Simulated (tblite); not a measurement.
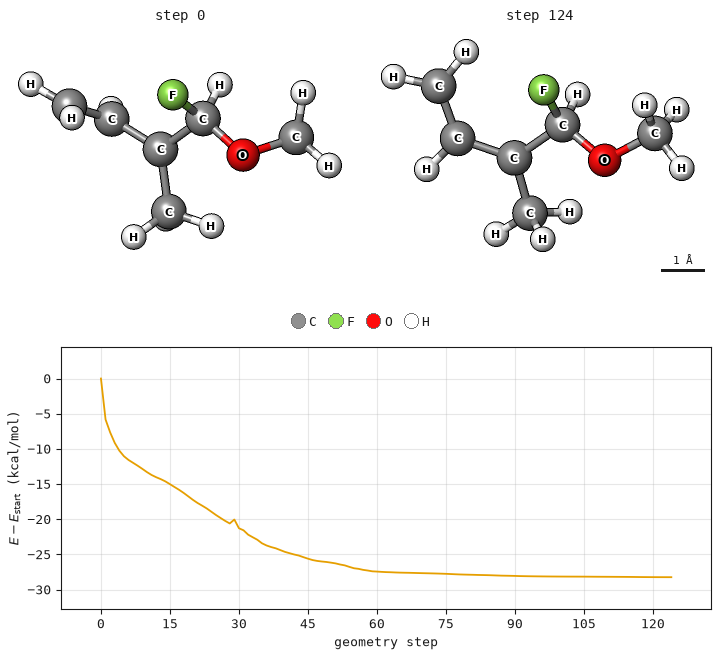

First and last geometry of a relaxation of C6H10FO (charge +1), with the history of the run. Style: ball-and-stick. Shown at a tilt.

Theory: GFN2-xTB geometry optimisation, gas phase in tblite 0.8.0. 

What do the curves and the structures tell?

It converged. The atom that moves furthest after the best rigid fit is an H atom (2.10 Å). Largest moves by element: H 2.10 Å, C 0.72 Å, O 0.50 Å, F 0.48 Å. Near-neighbour distances that change, for instance: C–C 1.487 → 1.410 Å, C–C 1.486 → 1.443 Å, C–H 1.126 → 1.086 Å, C–O 1.394 → 1.432 Å. Among the angles between lasting bonds that change: C–C–C 114.8° → 126.7°, H–C–H 112.8° → 101.2°, C–C–H 105.0° → 114.2°. Groups turn about C–C by about 85°, C–O by about 60°, C–C by about 40°. Over 124 geometry steps the energy falls by 28.2 kcal/mol. The run took 0.77 s on 1 thread of Arm Neoverse V1 (shared host).
